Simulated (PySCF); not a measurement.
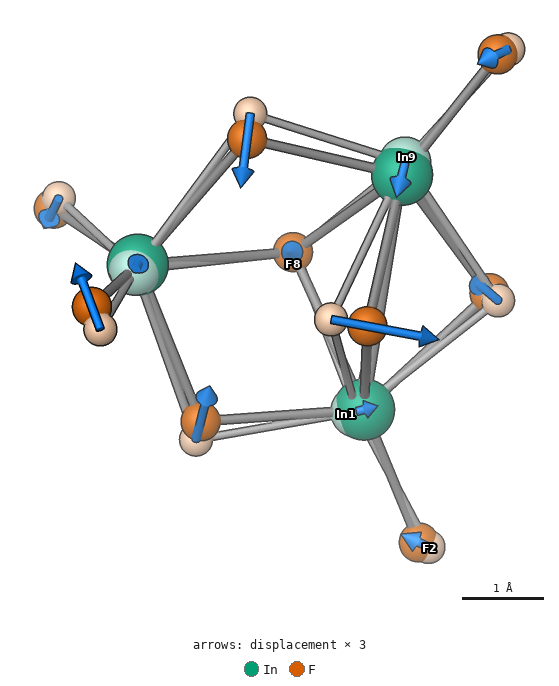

This is a relaxation of In3F9. The starting structure is drawn faded, the final one solid; blue arrows show the displacements, 3 times their true length. The two geometries are superimposed by the best rigid fit.

The picture is a ball-and-stick view, seen at a tilt.

The start comes from GFN2-xTB. Its atoms were then displaced at random by about 0.03 Å.

These are results of PBE0-D3(BJ)/def2-SVP geometry optimisation, gas phase (PySCF 2.14.0, density-fitted response routines), not measurements. 

### Describe the change and its energy.

Over 27 geometry steps the energy falls by 1.034 eV. An F atom moves most after the best rigid fit: 0.46 Å. Largest moves by element: F 0.46 Å, In 0.17 Å. Near-neighbour distances that change, for instance: F–In 2.647 → 3.086 Å, F–In 2.436 → 2.162 Å, F–In 2.415 → 2.160 Å, F–In 2.376 → 2.125 Å. Among the angles between lasting bonds that change: F–In–F 93.1° → 107.7°, F–In–F 150.7° → 141.0°, F–In–In 108.7° → 99.0°.
